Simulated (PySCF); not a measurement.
**One shape, several levels: SiH2F− (SMILES F[SiH2-])**

Wanted: a comparison of 6 runs (MP2/STO-3G, CCSDT(Q)/STO-3G, CCSDT/STO-3G, QCISD(T)/STO-3G, CISD/STO-3G, FCI/STO-3G) of SiH2F−. The job is set up through a Python script.

The results are computed with PySCF 2.14.0.

9 further runs of the same task are left out: 9 set aside as unsound or not needed.

## Step 1: The structure to begin with

SiH2F−: 4 atoms, total charge -1, spin state singlet. As SMILES, `F[SiH2-]`. The Si2–H3 distance was set to 1.835 Å, away from the relaxed value.

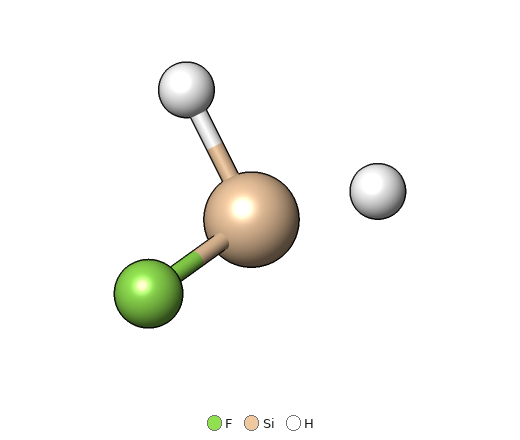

Viewed from a chosen angle; fluorine green, silicon light orange, hydrogen white.

## Step 2: A single-point energy at MP2/STO-3G (run 1)

job.py

```python
from pyscf import gto, scf, mp

mol = gto.M(
    atom='''
F      2.718312     0.908762    -0.837564
Si     0.189405    -1.136753    -0.943767
H     -2.240006     1.244063    -0.270760
H      0.546847    -2.206338     1.715607
''',
    max_memory=1860,
    spin=0,
    basis='sto-3g',
    unit='bohr',
    verbose=4,
    charge=-1,
)

mf = scf.RHF(mol)
mf.conv_tol = 1e-10
mf.kernel()
if not mf.converged:
    mf = mf.newton().run(mf.mo_coeff, mf.mo_occ)

pt = mp.MP2(mf, frozen=6).run()
e_final = pt.e_tot
print(f'total energy: {e_final:.8f} hartree')
```

Command:

```bash
OMP_NUM_THREADS=1 python job.py
```

The log of the run:

```text
PySCF version 2.14.0

[INPUT] num. atoms = 4
[INPUT] num. electrons = 26
[INPUT] charge = -1
[INPUT] spin (= nelec alpha-beta = 2S) = 0
[INPUT] symmetry False subgroup None
[INPUT] Mole.unit = bohr
[INPUT] Symbol           X                Y                Z      unit          X                Y                Z       unit  Magmom
[INPUT]  1 F      1.438468762570   0.480896140550  -0.443219781487 AA    2.718312000000   0.908762000000  -0.837564000000 Bohr   0.0
[INPUT]  2 Si     0.100228809634  -0.601543782045  -0.499419988818 AA    0.189405000000  -1.136753000000  -0.943767000000 Bohr   0.0
[INPUT]  3 H     -1.185360127524   0.658329788549  -0.143280021629 AA   -2.240006000000   1.244063000000  -0.270760000000 Bohr   0.0
[INPUT]  4 H      0.289378970260  -1.167543789187   0.907860127295 AA    0.546847000000  -2.206338000000   1.715607000000 Bohr   0.0

nuclear repulsion = 51.5735778369586
number of shells = 10
number of NR pGTOs = 48
number of NR cGTOs = 16
basis = sto-3g
ecp = {}

******** <class 'pyscf.scf.hf.RHF'> ********
method = RHF
initial guess = minao
damping factor = 0
level_shift factor = 0
DIIS = <class 'pyscf.scf.diis.CDIIS'>
diis_start_cycle = 1
diis_space = 8
diis_damp = 0
SCF conv_tol = 1e-10
SCF conv_tol_grad = None
SCF max_cycles = 50
direct_scf = True
direct_scf_tol = 1e-13
Set gradient conv threshold to 1e-05
Initial guess from minao.
init E= -384.026162781434
  HOMO = -0.128689705664367  LUMO = 0.252894672207343  gap/eV = 10.38344
cycle= 1 E= -384.504541810251  delta_E= -0.478  |g|= 0.275  |ddm|= 2.16
  HOMO = 0.122363620844064  LUMO = 0.691683083725926  gap/eV = 15.49197
cycle= 2 E= -384.552935574382  delta_E= -0.0484  |g|= 0.0538  |ddm|= 0.673
  HOMO = 0.111333341037041  LUMO = 0.710298453976037  gap/eV = 16.29867
cycle= 3 E= -384.554900917514  delta_E= -0.00197  |g|= 0.0184  |ddm|= 0.126
  HOMO = 0.107653974534128  LUMO = 0.70970732708003  gap/eV = 16.38271
cycle= 4 E= -384.55523128723  delta_E= -0.00033  |g|= 0.00264  |ddm|= 0.0723
  HOMO = 0.108595541903112  LUMO = 0.710520877196665  gap/eV = 16.37922
cycle= 5 E= -384.555238033655  delta_E= -6.75e-06  |g|= 0.000362  |ddm|= 0.0104
  HOMO = 0.108543496163705  LUMO = 0.710544281826346  gap/eV = 16.38128
cycle= 6 E= -384.555238144972  delta_E= -1.11e-07  |g|= 6.58e-05  |ddm|= 0.0011
  HOMO = 0.108537012385941  LUMO = 0.710537991456106  gap/eV = 16.38128
cycle= 7 E= -384.555238149547  delta_E= -4.57e-09  |g|= 1.28e-05  |ddm|= 0.000254
  HOMO = 0.108540031510625  LUMO = 0.71053893786882  gap/eV = 16.38122
cycle= 8 E= -384.555238149699  delta_E= -1.52e-10  |g|= 2.17e-06  |ddm|= 4.51e-05
  HOMO = 0.108539671860212  LUMO = 0.710538968915944  gap/eV = 16.38124
cycle= 9 E= -384.555238149703  delta_E= -4.66e-12  |g|= 3.68e-07  |ddm|= 7.89e-06
  HOMO = 0.108539714698337  LUMO = 0.710538963265556  gap/eV = 16.38123
Extra cycle  E= -384.555238149703  delta_E= 4.55e-13  |g|= 1.29e-07  |ddm|= 8.56e-07
converged SCF energy = -384.555238149703

******** <class 'pyscf.mp.mp2.RMP2'> ********
nocc = 7, nmo = 10
frozen orbitals 6
E(RMP2) = -384.605584840393  E_corr = -0.050346690689722
E(SCS-RMP2) = -384.613275430514  E_corr = -0.0580372808110781
E_corr(same-spin) = -0.00274470924990957
E_corr(oppo-spin) = -0.0476019814398125
total energy: -384.60558484 hartree
```

Wall time 0.6 s (1 thread of Arm Neoverse V2, shared host); peak memory 0.12 GiB.

## Step 3: A single-point energy at CCSDT(Q)/STO-3G (run 2)

calc.py

```python
from pyscf import gto, cc

mol = gto.Mole()
mol.atom = [
    ('F', (1.438469, 0.480896, -0.443220)),
    ('Si', (0.100229, -0.601544, -0.499420)),
    ('H', (-1.185360, 0.658330, -0.143280)),
    ('H', (0.289379, -1.167544, 0.907860)),
]
mol.charge = -1
mol.max_memory = 1860
mol.verbose = 4
mol.spin = 0
mol.basis = 'sto-3g'
mol.build()

myscf = mol.RHF()
myscf.conv_tol = 1e-10
myscf.kernel()
if not myscf.converged:
    myscf = myscf.newton().run(myscf.mo_coeff, myscf.mo_occ)

mycc = cc.CCSDT(myscf, frozen=6)
mycc.kernel()
e_bracket, e_q = mycc.ccsdt_q()
e_tot = mycc.e_tot + e_q
print(f'total energy: {e_tot:.8f} hartree')
```

Command:

```bash
OMP_NUM_THREADS=1 python calc.py
```

The log of the run:

```text
PySCF version 2.14.0

[INPUT] num. atoms = 4
[INPUT] num. electrons = 26
[INPUT] charge = -1
[INPUT] spin (= nelec alpha-beta = 2S) = 0
[INPUT] symmetry False subgroup None
[INPUT] Mole.unit = angstrom
[INPUT] Symbol           X                Y                Z      unit          X                Y                Z       unit  Magmom
[INPUT]  1 F      1.438469000000   0.480896000000  -0.443220000000 AA    2.718312448677   0.908761734399  -0.837564412930 Bohr   0.0
[INPUT]  2 Si     0.100229000000  -0.601544000000  -0.499420000000 AA    0.189405359739  -1.136753411875  -0.943767021130 Bohr   0.0
[INPUT]  3 H     -1.185360000000   0.658330000000  -0.143280000000 AA   -2.240005759014   1.244063399585  -0.270759959128 Bohr   0.0
[INPUT]  4 H      0.289379000000  -1.167544000000   0.907860000000 AA    0.546847056201  -2.206338398379   1.715606759448 Bohr   0.0

nuclear repulsion = 51.573575440202
number of shells = 10
number of NR pGTOs = 48
number of NR cGTOs = 16
basis = sto-3g
ecp = {}

[... 37 lines left out ...]
converged SCF energy = -384.555238096241
[... 16 lines left out ...]
WARN: A large `blksize` is being used, which may cause large memory consumption
[... 13 lines left out ...]
Init t2, MP2 energy = -384.605584795637  E_corr(MP2) -0.050346699397
[... 15 lines left out ...]
RCCSDT converged
[... 5 lines left out ...]
total energy: -384.62812310 hartree
```

It took 1.1 s on 1 thread of Arm Neoverse V2, shared host; peak memory 0.12 GiB.

## Step 4: The energy at CCSDT/STO-3G (run 3)

calc.py

```python
from pyscf import gto, cc

system = gto.M(
    atom='''
F      2.718312     0.908762    -0.837564
Si     0.189405    -1.136753    -0.943767
H     -2.240006     1.244063    -0.270760
H      0.546847    -2.206338     1.715607
''',
    unit='bohr',
    charge=-1,
    max_memory=1860,
    verbose=3,
    spin=0,
    basis='sto-3g',
)

hf = system.RHF()
hf.conv_tol = 1e-10
hf.kernel()
if not hf.converged:
    hf = hf.newton().run(hf.mo_coeff, hf.mo_occ)

mycc = cc.CCSDT(hf, frozen=6)
mycc.kernel()
etot = mycc.e_tot
print('E(%s) = %.9f' % ('CCSDT', etot))
```

Command:

```bash
OMP_NUM_THREADS=1 python calc.py
```

The log of the run:

```text
converged SCF energy = -384.555238149703
_make_eris_incore_RCCSDT

WARN: A large `blksize` is being used, which may cause large memory consumption
      for storing contraction intermediates. If memory is sufficient, consider using
      `pyscf.cc.rccsdt_highm.RCCSDT` instead.

RCCSDT converged
E(RCCSDT) = -384.628108246311   E_corr = -0.07287009660815166
E_corr(same-spin) = -0.00321737823504888
E_corr(oppo-spin) = -0.0696527183731028
E(CCSDT) = -384.628108246
```

Run time: 0.74 s. Hardware: 1 thread of Arm Neoverse V2, shared host; peak memory 0.12 GiB.

Runs 4 to 5 aren't shown in full; the table further down has their settings and results.

## Step 5: A single-point energy at FCI/STO-3G (run 6)

run.py

```python
from pyscf import gto, scf, mcscf
from pyscf import fci

molecule = gto.Mole()
molecule.atom = '''
F      2.718312     0.908762    -0.837564
Si     0.189405    -1.136753    -0.943767
H     -2.240006     1.244063    -0.270760
H      0.546847    -2.206338     1.715607
'''
molecule.spin = 0
molecule.max_memory = 1860
molecule.basis = 'sto-3g'
molecule.charge = -1
molecule.verbose = 3
molecule.unit = 'bohr'
molecule.build()

mf = scf.RHF(molecule)
mf.conv_tol = 1e-10
mf.kernel()
if not mf.converged:
    mf = mf.newton().run(mf.mo_coeff, mf.mo_occ)

cas = mcscf.CASCI(mf, mf.mo_coeff.shape[-1] - 6, (molecule.nelec[0] - 6, molecule.nelec[1] - 6))  # full CI above the frozen core
cas.fcisolver = fci.direct_spin0.FCI(molecule)  # even spin states alone
cas.kernel()
print('<S^2> = %.4f' % cas.fcisolver.spin_square(cas.ci, cas.ncas, cas.nelecas)[0])
energy = cas.e_tot
print('E(%s) = %.9f' % ('FCI', energy))
```

Command:

```bash
OMP_NUM_THREADS=1 python run.py
```

The log of the run:

```text
converged SCF energy = -384.555238149703
CASCI E = -384.628084460468  E(CI) = -42.2644235087735  S^2 = 0.0000000
<S^2> = 0.0000
E(FCI) = -384.628084460
```

Wall time 0.74 s (1 thread of Arm Neoverse V2, shared host); peak memory 0.12 GiB.

## Step 6: All runs side by side

| run | level | energy (Eh) | HOMO energy (eV) | LUMO energy (eV) | HOMO–LUMO gap (eV) | wall time |
| --- | --- | --- | --- | --- | --- | --- |
| 1 | MP2/STO-3G | -384.605585 | 2.95 | 19.33 | 16.38 | 0.6 s |
| 2 | CCSDT(Q)/STO-3G | -384.628123 | 2.95 | 19.33 | 16.38 | 1.1 s |
| 3 | CCSDT/STO-3G | -384.628108 | 2.95 | 19.33 | 16.38 | 0.74 s |
| 4 | QCISD(T)/STO-3G | -384.628076 | 2.95 | 19.33 | 16.38 | 0.54 s |
| 5 | CISD/STO-3G | -384.624329 | 2.95 | 19.33 | 16.38 | 0.6 s |
| 6 | FCI/STO-3G | -384.628084 | 2.95 | 19.33 | 16.38 | 0.74 s |

## Step 7: Summary of results

```
                                                    quantity          value
                                         run 6: total energy  -384.62808 Eh
                  run 6: HOMO energy (Hartree–Fock orbitals)        2.95 eV
                  run 6: LUMO energy (Hartree–Fock orbitals)       19.33 eV
run 6: HOMO–LUMO gap (to an unbound level, set by the basis)       16.38 eV
          run 6: correlation energy (6 core orbitals frozen)      -72.8 mEh
```

**Reading.** Against full CI in this basis: MP2 +22.5 mEh; CCSDT(Q) -0.0 mEh; CCSDT -0.0 mEh; QCISD(T) +0.0 mEh; CISD +3.8 mEh. In runs 1, 2, 3, 4, 5, 6 the HOMO lies above zero, so the outermost electron may be held by the basis alone. In runs 1, 2, 3, 4, 5, 6 the basis is minimal, so the values are rough. All runs together took 4.3 s, the longest 1.1 s.
